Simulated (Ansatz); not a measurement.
```xyz
7

Ti    0.1348   -0.1830    0.7643
Cl   -1.2953    1.2680    2.1653
Cl    1.9360   -0.3066   -0.5269
Cl   -0.3630    1.9993   -0.1824
O    -1.0160   -1.3307    0.1009
H    -1.2946   -2.2152    0.4034
F     0.7534   -0.8969    2.2306
```

Computed with UKS PBE/def2-SVP (Ansatz).

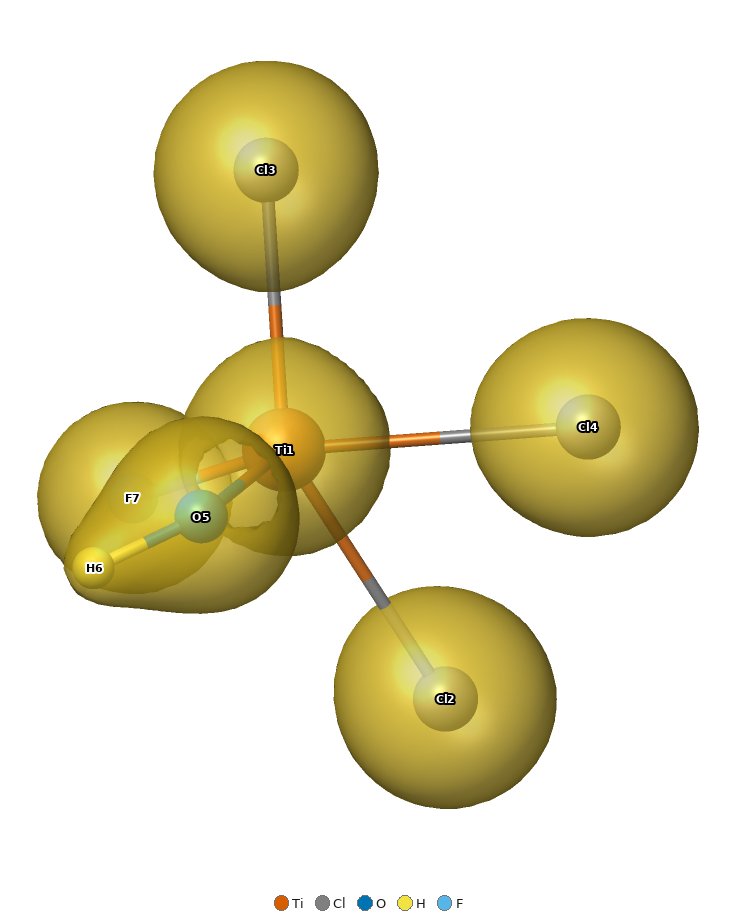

Cl₃FHOTi (doublet). Isosurface of the electron density at 0.8 e/Å³ (yellow), seen at a tilt.

### How is the density connected at this value?

At this value the surface falls into four separate pieces. It bridges the sampled Ti–F (1.74 Å), Ti–O (1.76 Å) and O–H (0.98 Å) contacts, where the density stays above the isovalue. It is pinched off along the sampled Ti–Cl (2.22 Å) contacts. On the grid the lowest density along these lines, outside the cores, is 1.1 e/Å³ (Ti–F, 1.74 Å), 1.1 e/Å³ (Ti–O, 1.76 Å), 0.6 e/Å³ (Ti–Cl, 2.22 Å) and 2.2 e/Å³ (O–H, 0.98 Å).
